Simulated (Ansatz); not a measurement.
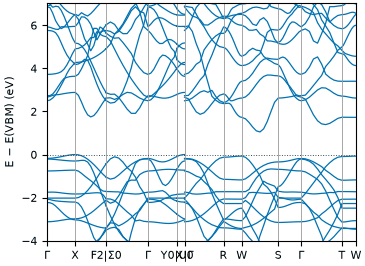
Fig. 1. Band structure from r²SCAN (plane waves, PAW; program Ansatz)

The gap is 1.02 eV; an edge lies off the plotted path or next to a special point (maximum at X, minimum off the standard path).

The material is K2Te2Pt in space group Immm (No. 71; K on 4j, Te on 4h, Pt on 2a).

The first step of the workflow began from a Materials Project structure, measured or hypothetical; the Crystallography Open Database copy checked does not list it. Its standing as an ambient phase is unchecked. Symmetry was held in the r²SCAN relaxation; its stability against distortions is not shown here. No spin polarisation was allowed. Spin–orbit coupling is left out wherever it is not named.

Potentials: the later of the program's two PAW sets.
